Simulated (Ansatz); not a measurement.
# SiNH5 (Si(NH2)H3) at 6 levels

Aim: a comparison of 6 runs (HF/STO-3G, PBE/STO-3G, RPA@PBE/STO-3G, BCCD(T)/STO-3G, CCSDT(Q)/STO-3G, CCSDT/STO-3G) of SiNH5 (Si(NH2)H3). 

Program for the calculation: Ansatz 0.2.0.

49 further runs of the same task are left out: 49 set aside as unsound or not needed.

### 1 The structure to begin with

The species is SiNH5 (7 atoms), meant as a singlet with charge 0. As SMILES, `[H][Si]([H])([H])N`. The H5–Si1 distance was set to 2.191 Å, away from the relaxed value. At this shape a bond of the SMILES string is far longer than usual.

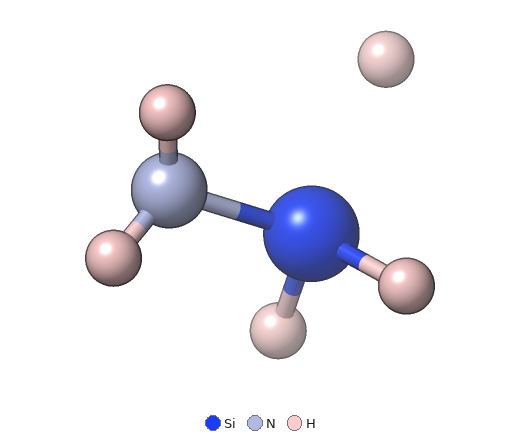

Viewed from a chosen angle; silicon blue, nitrogen light blue, hydrogen pink.

### 2 A single-point energy at HF/STO-3G (run 1)

File in.yaml:

```yaml
crystal:
  periodic: [false, false, false]
  atoms:
    - symbol: Si
      position_ang: [-0.694934, 0.008530, -0.456707]
    - symbol: N
      position_ang: [-0.603584, 0.184840, 1.254843]
    - symbol: H
      position_ang: [0.013436, -0.422040, 1.770073]
    - symbol: H
      position_ang: [-1.457904, 0.313550, 1.772133]
    - symbol: H
      position_ang: [1.387750, -0.009920, -1.135540]
    - symbol: H
      position_ang: [-1.442164, 1.175500, -0.919817]
    - symbol: H
      position_ang: [-1.368064, -1.213560, -0.927287]
basis:
  gaussian: {orbitals: STO-3G}
hamiltonian: {xc: hf}
accuracy: high
```

Launch:

```bash
$ ansatz run in.yaml --threads 1 --pin off --max-ram 2610MiB --events-out events.jsonl --progress --plain --runs-dir runs
```

Standard output:

```text
Warning: RAYON_NUM_THREADS=1 ignored (pool sized by the plan → 1); use --threads N
Functional definition: HF
  name "HF"
  exchange = exact_x
  correlation = 0
337 factors; integrals over basis functions are off by at most 9.6e-9 eV
mean field evaluation 1: about -9307.7907 eV, gradient 1.7e1 eV
mean field evaluation 2: about -9307.8192 eV, gradient 1.7e1 eV
mean field evaluation 4: about -9309.1295 eV, gradient 8.3e-1 eV
mean field evaluation 8: about -9309.1320 eV, gradient 9.6e-6 eV
mean field -9309.13199712 eV, -342.1042909377 hartree, gradient 7.4e-9 eV, S^2 0.000000; 0 other end points of the search recorded, 0 dependent functions left out
reference -9309.13199712 eV, -342.1042909377 hartree; 13, 13 occupied and 6, 6 virtual orbitals, 337 factors
Total energy: -9309.13199712 eV, -342.1042909377 hartree
```

Run time: 0.08 s. Hardware: 1 thread of Arm Neoverse V2, shared host.

### 3 The energy at PBE/STO-3G (run 2)

File in.yaml:

```yaml
crystal:
  periodic: [false, false, false]
  atoms:
    - {symbol: Si, position_ang: [-0.694934, 0.008530, -0.456707]}
    - {symbol: "N", position_ang: [-0.603584, 0.184840, 1.254843]}
    - {symbol: H, position_ang: [0.013436, -0.422040, 1.770073]}
    - {symbol: H, position_ang: [-1.457904, 0.313550, 1.772133]}
    - {symbol: H, position_ang: [1.387750, -0.009920, -1.135540]}
    - {symbol: H, position_ang: [-1.442164, 1.175500, -0.919817]}
    - {symbol: H, position_ang: [-1.368064, -1.213560, -0.927287]}
basis:
  gaussian:
    orbitals: STO-3G
total_charge: 0
hamiltonian:
  xc: {name: PBE}
accuracy: high
```

Launch:

```bash
$ ansatz run in.yaml --threads 1 --pin off --max-ram 2610MiB --events-out events.jsonl --progress --plain --runs-dir runs
```

Standard output:

```text
Warning: RAYON_NUM_THREADS=1 ignored (pool sized by the plan → 1); use --threads N
Functional definition: PBE
  name "PBE"
  parameter kappa = 0.804
  parameter beta = 0.06672455060314922
  exchange = pbe_x(kappa = kappa, mu = beta*pi^2/3)
  correlation = pbe_c(beta = beta)
337 factors; integrals over basis functions are off by at most 9.6e-9 eV
mean field evaluation 1: about -9325.0614 eV, gradient 2.8e1 eV
mean field evaluation 2: about -9318.9681 eV, gradient 4.2e1 eV
mean field evaluation 4: about -9328.1453 eV, gradient 2.6e0 eV
mean field evaluation 8: about -9328.0941 eV, gradient 3.6e-2 eV
mean field evaluation 16: about -9328.0941 eV, gradient 1.4e-7 eV
mean field -9328.09406010 eV, -342.8011338993 hartree, gradient 1.8e-8 eV, S^2 0.000000; 0 other end points of the search recorded, 0 dependent functions left out
reference -9328.09406220 eV, -342.8011339766 hartree; 13, 13 occupied and 6, 6 virtual orbitals, 337 factors
Total energy: -9328.09406220 eV, -342.8011339766 hartree
```

Run time: 1 s. Hardware: 1 thread of Arm Neoverse V2, shared host; peak memory 0.098 GiB.

Run 3 isn't shown in full; the table further down has it.

### 4 The energy at BCCD(T)/STO-3G (run 4)

File input.yaml:

```yaml
crystal:
  periodic: [false, false, false]
  atoms:
    - {symbol: Si, position_ang: [-0.694934, 0.008530, -0.456707]}
    - {symbol: "N", position_ang: [-0.603584, 0.184840, 1.254843]}
    - {symbol: H, position_ang: [0.013436, -0.422040, 1.770073]}
    - {symbol: H, position_ang: [-1.457904, 0.313550, 1.772133]}
    - {symbol: H, position_ang: [1.387750, -0.009920, -1.135540]}
    - {symbol: H, position_ang: [-1.442164, 1.175500, -0.919817]}
    - {symbol: H, position_ang: [-1.368064, -1.213560, -0.927287]}
basis:
  gaussian:
    orbitals: STO-3G
correlation:
  method: bccd_t
  frozen_orbitals: {H: 0, "N": 1, Si: 5}
accuracy: high
scf:
  omitted_lower_state_checks: [cluster_reference, increment]
```

Launch:

```bash
$ ansatz run input.yaml --threads 1 --pin off --max-ram 2610MiB --events-out events.jsonl --progress --plain --runs-dir runs
```

Standard output, shortened:

```text
Warning: RAYON_NUM_THREADS=1 ignored (pool sized by the plan → 1); use --threads N
Functional definition: HF
  name "HF"
[...]
337 factors; integrals over basis functions are off by at most 9.6e-9 eV
[...]
mean field -9309.13199712 eV, -342.1042909377 hartree, gradient 7.4e-9 eV, S^2 0.000000; 0 other end points of the search recorded, 0 dependent functions left out; unrestricted orbitals would lower it
6 core orbitals not correlated: weight in the atoms' cores, before any rotation towards them, 1.000 or more for the frozen orbitals, at most 0.000 for the correlated occupied ones
reference -9309.13199712 eV, -342.1042909377 hartree; 7, 7 occupied and 6, 6 virtual orbitals, 337 factors
second order -2.85896657 eV of doubles, -0.00000000 eV of singles
cycle   1  -3.66991769 eV  change   -8.1e-1 eV  update   9.5e-2
[...]
cycle  22  -4.17325315 eV  change   7.4e-10 eV  update  4.3e-10
perturbative correction -0.05760755 eV, -0.0021170383 hartree
Total energy: -9313.36285781 eV, -342.2597722004 hartree
Checks for a lower state left out: cluster_reference, increment
```

Wall time 0.16 s (1 thread of Arm Neoverse V2, shared host).

Run 5 isn't shown in full; the table further down has it.

### 5 The energy at CCSDT/STO-3G (run 6)

File in.yaml:

```yaml
crystal:
  periodic: [false, false, false]
  atoms:
    - symbol: Si
      position_ang: [-0.694934, 0.008530, -0.456707]
    - symbol: "N"
      position_ang: [-0.603584, 0.184840, 1.254843]
    - symbol: H
      position_ang: [0.013436, -0.422040, 1.770073]
    - symbol: H
      position_ang: [-1.457904, 0.313550, 1.772133]
    - symbol: H
      position_ang: [1.387750, -0.009920, -1.135540]
    - symbol: H
      position_ang: [-1.442164, 1.175500, -0.919817]
    - symbol: H
      position_ang: [-1.368064, -1.213560, -0.927287]
basis:
  gaussian:
    orbitals: STO-3G
magnetization:
  spin_polarized: false
correlation:
  method: ccsdt
  frozen_orbitals: {H: 0, "N": 1, Si: 5}
accuracy: high
scf:
  omitted_lower_state_checks: [cluster_reference, increment]
```

Launch:

```bash
$ ansatz run in.yaml --threads 1 --pin off --max-ram 2610MiB --events-out events.jsonl --progress --plain --runs-dir runs
```

Standard output, shortened:

```text
Warning: RAYON_NUM_THREADS=1 ignored (pool sized by the plan → 1); use --threads N
Functional definition: HF
  name "HF"
[...]
337 factors; integrals over basis functions are off by at most 9.6e-9 eV
[...]
mean field -9309.13199712 eV, -342.1042909377 hartree, gradient 7.4e-9 eV, S^2 0.000000; 0 other end points of the search recorded, 0 dependent functions left out; unrestricted orbitals would lower it
6 core orbitals not correlated: weight in the atoms' cores, before any rotation towards them, 1.000 or more for the frozen orbitals, at most 0.000 for the correlated occupied ones
reference -9309.13199712 eV, -342.1042909377 hartree; 7, 7 occupied and 6, 6 virtual orbitals, 337 factors
second order -2.85896657 eV of doubles, -0.00000000 eV of singles
cycle   1  -3.66566336 eV  change   -8.1e-1 eV  update   9.7e-2
[...]
cycle  26  -4.24760633 eV  change   -1.2e-9 eV  update  5.2e-10
Total energy: -9313.37960345 eV, -342.2603875914 hartree
Checks for a lower state left out: cluster_reference, increment
```

Run time: 0.24 s. Hardware: 1 thread of Arm Neoverse V2, shared host.

### 6 The series

```
run            level  frozen core orbitals  energy (Eh)  wall time
  1        HF/STO-3G                     –  -342.104291     0.08 s
  2       PBE/STO-3G                     –  -342.801134        1 s
  3   RPA@PBE/STO-3G                     6  -342.319664      1.6 s
  4   BCCD(T)/STO-3G                     6  -342.259772     0.16 s
  5  CCSDT(Q)/STO-3G                     6  -342.260439      0.3 s
  6     CCSDT/STO-3G                     6  -342.260388     0.24 s
```

### 7 What came out

```
                                          quantity          value
                               run 6: total energy  -342.26039 Eh
run 6: correlation energy (6 core orbitals frozen)     -156.1 mEh
                              run 6: T1 diagnostic          0.010
```

What this shows: Below the HF energy at the same shape and in the same basis (STO-3G): BCCD(T) -155.5 mEh; CCSDT(Q) -156.1 mEh; CCSDT -156.1 mEh. In runs 4, 5, 6 the log says that unrestricted orbitals would lower the reference, so the values rest on an unstable closed-shell determinant (other closed-shell runs at this shape may share the fault). In runs 1, 2, 3, 4, 5, 6 the basis is minimal, so the values are rough. All runs together took 3.4 s, the longest 1.6 s.
